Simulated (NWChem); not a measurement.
**C2H2O (oxirene): levels of theory compared**

Wanted: a comparison of 6 runs (HF/def2-SVP, HF/aug-cc-pVDZ, B3LYP/6-31G*, PBE0/def2-SVP, CCSD(T)/cc-pVTZ) of C2H2O (oxirene). 

Program for the calculation: NWChem 7.3.0.

## (1) Starting point

C2H2O has 5 atoms, charge 0, and is taken as a singlet. SMILES: `C1=CO1`. The coordinates come from a PBE0-D4/def2-TZVP relaxation.

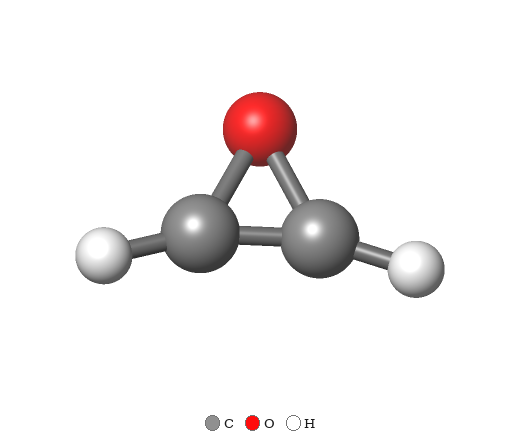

Viewed from a chosen angle; carbon grey, oxygen red, hydrogen white.

## (2) Energy and gradient at HF/def2-SVP (run 1)

sp.nw reads:

```
start sp
title "C2H2O hf"
memory total 2200 mb

geometry noautosym nocenter noautoz
   C     -0.550820    -0.179980    -0.281690
   C      0.460490     0.413850     0.178260
   O      0.401180    -1.038480     0.459010
   H     -1.479160    -0.375050    -0.779730
   H      1.168330     1.179640     0.424140
end

basis "ao basis" spherical bse
   * library def2-SVP
end

scf
   singlet
   rhf
   thresh 1e-08
   maxiter 80
   print low
end

task scf gradient
```

On the command line:

```
$ nwchem sp.nw > sp.out
```

The program printed:

```text
[...]
  functions       =    52
[...]
  wavefunction    = RHF
[...]
         Total SCF energy =   -151.464201077879
      One-electron energy =   -328.724173879454
      Two-electron energy =    115.371219506606
 Nuclear repulsion energy =     61.888753294969
        Time for solution =      1.0s
[...]
                         RHF ENERGY GRADIENTS
    atom               coordinates                        gradient
                 x          y          z           x          y          z
   1 C      -1.040899  -0.340113  -0.532317   -0.022164  -0.001811  -0.012522
   2 C       0.870200   0.782063   0.336863    0.015107   0.020069   0.004445
   3 O       0.758120  -1.962443   0.867403    0.007701  -0.019925   0.008810
   4 H      -2.795207  -0.708742  -1.473476   -0.000313   0.000839  -0.000360
   5 H       2.207824   2.229196   0.801508   -0.000330   0.000828  -0.000373
 Task  times  cpu:        1.3s     wall:        1.3s
 Total times  cpu:        1.3s     wall:        1.3s
```

It took 1.8 s on 1 thread of AMD EPYC 9R45 (Zen 5), shared host; peak memory 0.1 GiB.

## (3) Energy and gradient at HF/aug-cc-pVDZ (run 2)

c2h2o.nw reads:

```
start c2h2o
title "C2H2O"
memory stack 880 mb heap 220 mb global 1100 mb

geometry noautosym nocenter noautoz
   C     -0.550820    -0.179980    -0.281690
   C      0.460490     0.413850     0.178260
   O      0.401180    -1.038480     0.459010
   H     -1.479160    -0.375050    -0.779730
   H      1.168330     1.179640     0.424140
end

basis spherical bse
   * library aug-cc-pVDZ
end

scf
   thresh 1e-08
   maxiter 80
   print medium
end

task scf gradient
```

On the command line:

```
$ nwchem c2h2o.nw > c2h2o.out
```

The program printed:

```text
[...]
  functions       =    87
[...]
  wavefunction    = RHF
[...]
         Total SCF energy =   -151.608893325479
      One-electron energy =   -328.793711580378
      Two-electron energy =    115.296064959930
 Nuclear repulsion energy =     61.888753294969
        Time for solution =      9.2s
[...]
                         RHF ENERGY GRADIENTS
    atom               coordinates                        gradient
                 x          y          z           x          y          z
   1 C      -1.040899  -0.340113  -0.532317   -0.012247  -0.004134  -0.006243
   2 C       0.870200   0.782063   0.336863    0.010319   0.009109   0.004036
   3 O       0.758120  -1.962443   0.867403    0.003125  -0.008076   0.003573
   4 H      -2.795207  -0.708742  -1.473476   -0.002912   0.000192  -0.001733
   5 H       2.207824   2.229196   0.801508    0.001716   0.002909   0.000367
[...]
```

Wall time 12 s (1 thread of AMD EPYC 9R45 (Zen 5), shared host); peak memory 0.1 GiB.

Run 3 isn't shown in full; the table further down has it.

## (4) Energy and gradient at B3LYP/6-31G(d) (Cartesian functions) (run 4)

job.nw reads:

```
start job
memory stack 880 mb heap 220 mb global 1100 mb
geometry noautosym nocenter noautoz
   C       -0.550820      -0.179980      -0.281690
   C        0.460490       0.413850       0.178260
   O        0.401180      -1.038480       0.459010
   H       -1.479160      -0.375050      -0.779730
   H        1.168330       1.179640       0.424140
end
basis
   C library 6-31G*
   O library 6-31G*
   H library 6-31G*
end
dft
   xc b3lyp
   grid xfine
   convergence energy 1e-08
   iterations 100
   mulliken
   print medium
end
task dft gradient
```

On the command line:

```
$ nwchem job.nw > job.out
```

The program printed:

```text
[...]
          Wavefunction type:  closed shell.
          No. of atoms     :     5
          No. of electrons :    22
[...]
          Charge           :     0
          Spin multiplicity:     1
[...]
          AO basis - number of functions:    49
[...]
              XC Information
              --------------
                         B3LYP Method XC Potential
                     Hartree-Fock (Exact) Exchange  0.200
                        Slater Exchange Functional  0.800 local
                    Becke 1988 Exchange Functional  0.720 non-local
              Lee-Yang-Parr Correlation Functional  0.810
                  VWN I RPA Correlation Functional  0.190 local
[...]
 d= 0,ls=0.0,diis     1   -152.3815258027 -2.14D+02  2.60D-02  7.03D-01     0.6
[...]
 d= 0,ls=0.0,diis    10   -152.4655013175 -3.62D-11  1.45D-07  1.58D-10     4.4
         Total DFT energy =     -152.465501317482
      One electron energy =     -329.372483361518
           Coulomb energy =      135.111461560774
    Exchange-Corr. energy =      -20.093232811707
 Nuclear repulsion energy =       61.888753294969
[...]
  wavefunction    = closed shell
                         DFT ENERGY GRADIENTS
    atom               coordinates                        gradient
                 x          y          z           x          y          z
   1 C      -1.040899  -0.340113  -0.532317    0.013995  -0.001478   0.008465
   2 C       0.870200   0.782063   0.336863   -0.007890  -0.014326  -0.001482
   3 O       0.758120  -1.962443   0.867403   -0.006580   0.017033  -0.007529
   4 H      -2.795207  -0.708742  -1.473476    0.001828   0.000320   0.000997
   5 H       2.207824   2.229196   0.801508   -0.001353  -0.001549  -0.000452
[...]
```

It took 5.7 s on 1 thread of AMD EPYC 9R45 (Zen 5), shared host; peak memory 0.13 GiB.

Run 5 isn't shown in full; the table further down has it.

## (5) A single-point energy at CCSD(T)/cc-pVTZ (run 6)

c2h2o.nw reads:

```
echo
start c2h2o
title "C2H2O energy"
memory 2200 mb
geometry noautosym nocenter noautoz
  C       -0.550820      -0.179980      -0.281690
  C        0.460490       0.413850       0.178260
  O        0.401180      -1.038480       0.459010
  H       -1.479160      -0.375050      -0.779730
  H        1.168330       1.179640       0.424140
end
basis "ao basis" spherical bse
  * library cc-pVTZ
end
scf
  thresh 1e-08
  maxiter 80
  noprint "final vectors analysis"
end
ccsd
  freeze core 3
  maxiter 60
end
task ccsd(t)
```

On the command line:

```
$ nwchem c2h2o.nw > c2h2o.out
```

The program printed:

```text
[...]
  functions       =   118
[...]
  wavefunction    = RHF
[...]
         Total SCF energy =   -151.644113319691
      One-electron energy =   -329.038190133595
      Two-electron energy =    115.505323518935
 Nuclear repulsion energy =     61.888753294969
        Time for solution =     20.0s
[...]
 Total MP2 energy:           -152.194780760698677
[...]
             energy      energy      error      ampl     ampl      Block
                                                time     time      time
[...]
 Total CCSD energy:           -152.204176823837372
[...]
 Total CCSD+T(CCSD) energy:           -152.232643887938224
[...]
 Total CCSD(T) energy:                -152.231580157498314
[...]
```

Run time: 2.5 min. Hardware: 1 thread of AMD EPYC 9R45 (Zen 5), shared host; peak memory 0.36 GiB.

## (6) The series

| run | level | iteration cap | module | energy (Eh) | largest force (eV/Å) | wall time |
| --- | --- | --- | --- | --- | --- | --- |
| 1 | HF/def2-SVP | 80 | scf | -151.464201 | 1.312 | 1.8 s |
| 2 | HF/aug-cc-pVDZ | 80 | scf | -151.608893 | 0.738 | 12 s |
| 3 | B3LYP/6-31G* (spherical functions) | 100 | dft | -152.462126 | 0.978 | 5.4 s |
| 4 | B3LYP/6-31G* (Cartesian functions) | 100 | dft | -152.465501 | 1.016 | 5.7 s |
| 5 | PBE0/def2-SVP | 100 | dft | -152.177614 | 0.518 | 5.7 s |
| 6 | CCSD(T)/cc-pVTZ | 80 | ccsd(t) | -152.231580 | – | 2.5 min |

## (7) Summary of results

| quantity | value |
| --- | --- |
| run 6: total energy | -152.23158 Eh |
| run 6: correlation energy (3 core orbitals frozen) | -587.5 mEh |
| run 6: (T) correction | -27.40 mEh |

**Reading.** Over runs 2, 3, 4, 5 the dipole moment (its size) runs from 2.46 D (B3LYP/6-31G*) to 2.58 D (HF/aug-cc-pVDZ). The two ends differ in method and basis. Over runs 2, 3, 4 the HOMO–LUMO gap runs from 4.99 eV (B3LYP/6-31G*) to 10.15 eV (HF/aug-cc-pVDZ). Totals of different functionals can't be ranked against each other. All runs together took 3 min, the longest 2.5 min.
